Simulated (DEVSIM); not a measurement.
Device: In0.52Al0.48As/In0.53Ga0.47As p-n heterojunction, at 300 K.

```tsv
layer (left to right)	material	thickness (μm)	Nd (cm⁻³)	Na (cm⁻³)	τn (s)	τp (s)
1	In0.52Al0.48As	0.330	-	2.4e16	5.4e-8	1.8e-8
2	In0.53Ga0.47As	0.790	1.3e15	-	1.8e-8	1.8e-8
```

Left contact: ohmic. Right contact: ohmic. Voltage is applied to the left contact. Recombination: SRH at mid-gap, Auger. Mobility is constant in doping.

Constants are typed, rounded textbook-type inputs, not results; the design itself was drawn at random and stands for no fabricated device. Values at 300 K.

| parameter | In0.52Al0.48As | In0.53Ga0.47As |
|---|---|---|
| gap (eV) | 1.45 | 0.74 |
| affinity (eV) | 4 | 4.51 |
| permittivity | 12.5 | 13.9 |
| Nc (cm⁻³) | 5.1e17 | 2.1e17 |
| Nv (cm⁻³) | 1.1e19 | 7.7e18 |
| μn (cm²/Vs) | 4000 | 12000 |
| μp (cm²/Vs) | 75 | 300 |
| Cn (cm⁶/s) | 1e-30 | 5e-29 |
| Cp (cm⁶/s) | 1e-30 | 5e-29 |

DEVSIM, 1D drift-diffusion, Boltzmann statistics, complete ionisation; no tunnelling, impact ionisation, image-force lowering or self-heating. Band offsets follow the typed affinities; no thermionic-emission limit at abrupt steps, no polarisation charge.

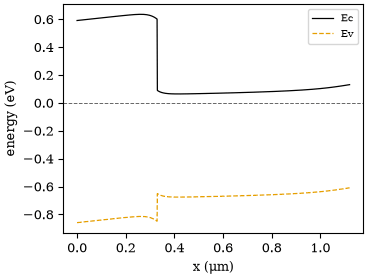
Fig. 1. Band edges at 0.7 V on the left contact

Energies count from the Fermi level of the right contact; mesh points crowd at the junctions.

```json
[
 {"x (μm)": "0.000", "Ec (eV)": "0.592", "Ev (eV)": "-0.858", "n (cm⁻³)": "< 1e2", "p (cm⁻³)": "2.4e16", "field (V/cm)": "1900"},
 {"x (μm)": "0.004756", "Ec (eV)": "0.592", "Ev (eV)": "-0.858", "n (cm⁻³)": "270000", "p (cm⁻³)": "2.4e16", "field (V/cm)": "1900"},
 {"x (μm)": "0.01485", "Ec (eV)": "0.594", "Ev (eV)": "-0.856", "n (cm⁻³)": "800000", "p (cm⁻³)": "2.4e16", "field (V/cm)": "1900"},
 {"x (μm)": "0.03388", "Ec (eV)": "0.598", "Ev (eV)": "-0.852", "n (cm⁻³)": "1700000", "p (cm⁻³)": "2.4e16", "field (V/cm)": "1900"},
 {"x (μm)": "0.09160", "Ec (eV)": "0.609", "Ev (eV)": "-0.841", "n (cm⁻³)": "3800000", "p (cm⁻³)": "2.4e16", "field (V/cm)": "1900"},
 {"x (μm)": "0.1840", "Ec (eV)": "0.626", "Ev (eV)": "-0.824", "n (cm⁻³)": "5800000", "p (cm⁻³)": "2.4e16", "field (V/cm)": "1800"},
 {"x (μm)": "0.2580", "Ec (eV)": "0.636", "Ev (eV)": "-0.814", "n (cm⁻³)": "7500000", "p (cm⁻³)": "2.0e16", "field (V/cm)": "280"},
 {"x (μm)": "0.3040", "Ec (eV)": "0.626", "Ev (eV)": "-0.824", "n (cm⁻³)": "1.5e7", "p (cm⁻³)": "7.3e15", "field (V/cm)": "-6100"},
 {"x (μm)": "0.3198", "Ec (eV)": "0.613", "Ev (eV)": "-0.837", "n (cm⁻³)": "2.6e7", "p (cm⁻³)": "2.3e15", "field (V/cm)": "-11000"},
 {"x (μm)": "0.3272", "Ec (eV)": "0.604", "Ev (eV)": "-0.846", "n (cm⁻³)": "3.6e7", "p (cm⁻³)": "5.5e14", "field (V/cm)": "-13000"},
 {"x (μm)": "0.3313", "Ec (eV)": "0.089", "Ev (eV)": "-0.651", "n (cm⁻³)": "6.8e15", "p (cm⁻³)": "5.0e16", "field (V/cm)": "-12000"},
 {"x (μm)": "0.3408", "Ec (eV)": "0.080", "Ev (eV)": "-0.660", "n (cm⁻³)": "9.6e15", "p (cm⁻³)": "3.5e16", "field (V/cm)": "-7400"},
 {"x (μm)": "0.3562", "Ec (eV)": "0.071", "Ev (eV)": "-0.669", "n (cm⁻³)": "1.3e16", "p (cm⁻³)": "2.5e16", "field (V/cm)": "-3600"},
 {"x (μm)": "0.3868", "Ec (eV)": "0.066", "Ev (eV)": "-0.674", "n (cm⁻³)": "1.7e16", "p (cm⁻³)": "1.9e16", "field (V/cm)": "-760"},
 {"x (μm)": "0.4873", "Ec (eV)": "0.067", "Ev (eV)": "-0.673", "n (cm⁻³)": "1.6e16", "p (cm⁻³)": "1.5e16", "field (V/cm)": "350"},
 {"x (μm)": "0.6470", "Ec (eV)": "0.073", "Ev (eV)": "-0.667", "n (cm⁻³)": "1.2e16", "p (cm⁻³)": "1.1e16", "field (V/cm)": "480"},
 {"x (μm)": "0.8682", "Ec (eV)": "0.087", "Ev (eV)": "-0.653", "n (cm⁻³)": "7.2e15", "p (cm⁻³)": "6.2e15", "field (V/cm)": "880"},
 {"x (μm)": "1.001", "Ec (eV)": "0.103", "Ev (eV)": "-0.637", "n (cm⁻³)": "3.8e15", "p (cm⁻³)": "3.3e15", "field (V/cm)": "1700"},
 {"x (μm)": "1.076", "Ec (eV)": "0.119", "Ev (eV)": "-0.621", "n (cm⁻³)": "2.1e15", "p (cm⁻³)": "1.5e15", "field (V/cm)": "2500"},
 {"x (μm)": "1.100", "Ec (eV)": "0.126", "Ev (eV)": "-0.614", "n (cm⁻³)": "1.6e15", "p (cm⁻³)": "7.7e14", "field (V/cm)": "2700"},
 {"x (μm)": "1.113", "Ec (eV)": "0.129", "Ev (eV)": "-0.611", "n (cm⁻³)": "1.4e15", "p (cm⁻³)": "3.0e14", "field (V/cm)": "2800"},
 {"x (μm)": "1.120", "Ec (eV)": "0.131", "Ev (eV)": "-0.609", "n (cm⁻³)": "1.3e15", "p (cm⁻³)": "4.6e8", "field (V/cm)": "2800"}
]
```
